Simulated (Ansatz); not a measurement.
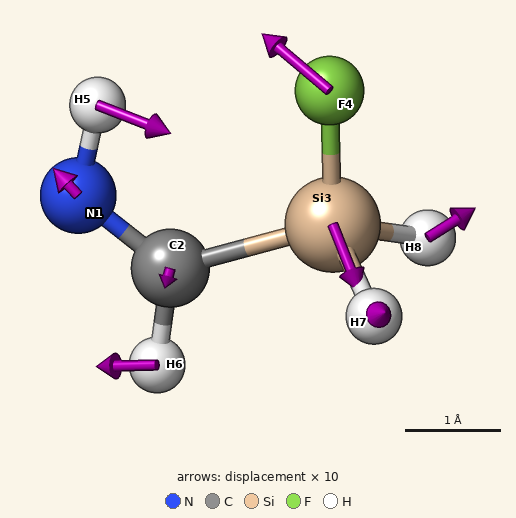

A relaxation of CH$_{4}$FNSi (coarse preliminary run). The starting structure is drawn; purple arrows show the displacements, 10 times their true length. The two geometries are superimposed by the best rigid fit.

Style: ball-and-stick. Shown at a tilt.

The start comes from a force field.

Computed with RKS PBE-D4/def2-SVP in Ansatz 0.2.0.

The input:
```yaml
crystal:
  periodic: [false, false, false]
  atoms:
    - {symbol: N, position_ang: [-0.526200, 1.620000, -0.632600]}
    - {symbol: C, position_ang: [0.110800, 0.965200, 0.201700]}
    - {symbol: Si, position_ang: [0.168600, -0.906900, 0.204400]}
    - {symbol: F, position_ang: [-0.639900, -1.449900, -0.985600]}
    - {symbol: H, position_ang: [-1.070500, 1.050900, -1.330600]}
    - {symbol: H, position_ang: [0.699900, 1.500700, 0.977500]}
    - {symbol: H, position_ang: [1.619800, -1.388100, 0.017400]}
    - {symbol: H, position_ang: [-0.270300, -1.448900, 1.492000]}
basis:
  gaussian: {orbitals: def2-SVP}
hamiltonian: {xc: pbe, dispersion: d4}
relax: {f_tol: 0.03, max_steps: 200}
```

Command:
```bash
ansatz run in.yaml --threads 2 --pin off --events-out ev --progress --plain --max-ram 4352MiB
```

### What did the optimiser do to the structure, and how much energy did it gain?

The atom that moves furthest after the best rigid fit is F4 (0.10 Å). By element the largest moves are F 0.10 Å, H 0.09 Å, Si 0.08 Å, N 0.04 Å, C 0.02 Å. Among the contacts that change: Si3–F4 1.538 → 1.646 Å, N1–C2 1.237 → 1.285 Å, Si3–H7 1.540 → 1.502 Å, Si3–H8 1.464 → 1.502 Å. Bond angles that change, for instance: C2–Si3–F4 109.6° → 103.9°, C2–N1–H5 115.3° → 109.6°, H7–Si3–H8 105.9° → 110.5°. Over 6 geometry steps the energy falls by 0.388 eV. Largest force component: 3.6 eV/Å at the start, 0.023 eV/Å at the end. Cost: 12 s on 2 threads of Arm Neoverse V1, on a shared host.
